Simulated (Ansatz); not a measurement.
**CH7BSi: up Jacob's ladder to CCSD(T)**

How much do the methods differ for CH7BSi? The plan is to run it at one geometry with functionals of several rungs and with coupled cluster. The yardstick is the atomisation energy at the CCSD(T) limit.

Computed with Ansatz 0.2.0, Gaussian basis. Level: functionals in def2-TZVPP, the program's frozen cores in correlated methods.

Levels to be run: LDA (SPW92), PBE-D4, revPBE-D4, BLYP-D4, r2SCAN-D4, B97M-V, PBE0-D4, B3LYP-D4, r2SCANh-D4, r2SCAN0-D4, HSE06-D4, BHLYP-D4, CAM-B3LYP-D4, LC-ωPBE, ωB97X-V, ωB97M-V, B2PLYP, PBE-QIDH; CCSD(T)/def2-SVP; CCSD(T)/def2-TZVPP; MP2/def2-QZVPP; extrapolation to the limit; RPA on PBE.

1 further run of the same task is left out (it didn't finish).

### 1 The geometry

The geometry comes from an earlier relaxation with PBE0-D4 in a triple-zeta def2 set; it is a stationary point, not always the lowest conformer.

SMILES `B[SiH2]C`, 10 atoms, charge 0, spin multiplicity 1.

Atoms are counted from 1 here; the program's logs count them from 0.

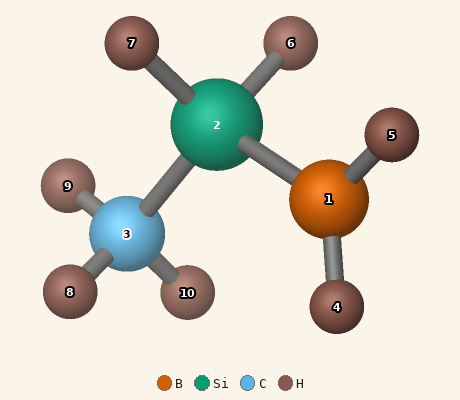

The geometry (boron orange, silicon teal, carbon blue, hydrogen brown); atoms are numbered from 1 in the order of the file.

### 2 LDA

This LDA is Slater exchange with PW92 correlation.

in.yaml reads:

```yaml
crystal:
  periodic: [false, false, false]
  atoms:
    - {symbol: B, position_ang: [-1.266257, 0.487832, -1.255517]}
    - {symbol: Si, position_ang: [0.254474, 0.617956, 0.051936]}
    - {symbol: C, position_ang: [0.736333, -0.977475, 0.912717]}
    - {symbol: H, position_ang: [-1.817209, -0.537632, -1.534784]}
    - {symbol: H, position_ang: [-1.653153, 1.478199, -1.805918]}
    - {symbol: H, position_ang: [-0.100313, 1.654177, 1.069775]}
    - {symbol: H, position_ang: [1.427521, 1.157040, -0.704697]}
    - {symbol: H, position_ang: [1.030887, -1.735898, 0.183670]}
    - {symbol: H, position_ang: [1.573246, -0.820637, 1.596596]}
    - {symbol: H, position_ang: [-0.102428, -1.374764, 1.489123]}
basis:
  gaussian: {orbitals: def2-TZVPP}
hamiltonian: {xc: lda}
output: {orbitals: {seedname: orbitals}}
```

On the command line:

```sh
> ansatz run in.yaml --threads 2 --pin off --events-out ev --progress --plain --max-ram 4352MiB
```

After this run come: PBE-D4 (GGA); revPBE-D4 (GGA); BLYP-D4 (GGA); r2SCAN-D4 (meta-GGA); B97M-V (meta-GGA); B3LYP-D4 (hybrid); r2SCANh-D4 (hybrid); r2SCAN0-D4 (hybrid); HSE06-D4 (hybrid); BHLYP-D4 (hybrid); CAM-B3LYP-D4 (range-separated); LC-ωPBE (range-separated); ωB97X-V (range-separated); ωB97M-V (range-separated); B2PLYP (double hybrid); PBE-QIDH (double hybrid); CCSD(T) in def2-SVP; CCSD(T) in def2-TZVPP; MP2 in def2-QZVPP; RPA on PBE orbitals.

**Question.** What will the summary of the whole plan be? Wanted: atomisation energy, CCSD(T)/CBS; farthest beyond LDA; mean size of error, GGA; mean size of error, meta-GGA; mean size of error, hybrid; mean size of error, range-separated; mean size of error, double hybrid; gap, smallest and largest; T1 diagnostic.

The runs gave:

| quantity | value |
| --- | --- |
| atomisation energy, CCSD(T)/CBS | 790.9 kcal/mol |
| functionals within 4.0 kcal/mol (0.5 %) | PBE-D4, r2SCAN-D4, PBE0-D4, r2SCANh-D4, r2SCAN0-D4, HSE06-D4, LC-ωPBE, ωB97M-V, PBE-QIDH |
| farthest beyond LDA | revPBE-D4 (-10.2 kcal/mol) |
| mean size of error, GGA | 5.6 kcal/mol |
| mean size of error, meta-GGA | 5.1 kcal/mol |
| mean size of error, hybrid | 1.9 kcal/mol |
| mean size of error, range-separated | 4.7 kcal/mol |
| mean size of error, double hybrid | 4.4 kcal/mol |
| gap, smallest and largest | 3.35 eV (LDA (SPW92)), 10.87 eV (LC-ωPBE) |
| T1 diagnostic | 0.0109 |
| triples share of the correlation energy | 3.2 % |

What this shows: The LDA atomisation energy is off by 84.8 kcal/mol (11 %): it overbinds. PBE-D4 is off by +1.9 kcal/mol. Double hybrids carry the basis error of their MP2 part in triple zeta, and no dispersion term here, so their miss is partly the set-up's. By mean error the best rung here is hybrid (1.9 kcal/mol) and the worst beyond LDA is GGA (5.6 kcal/mol). The reference freezes the cores and leaves out relativity and excitations past (T), so misses under about 4.0 kcal/mol can't be ranked. Hartree-Fock recovers 78 % of the binding; the rest is correlation. CCSD(T) in def2-SVP is off by -37.5 kcal/mol, worse than the median functional, from the basis alone. Orbital gaps span 3.4 to 10.9 eV; exact exchange widens them.
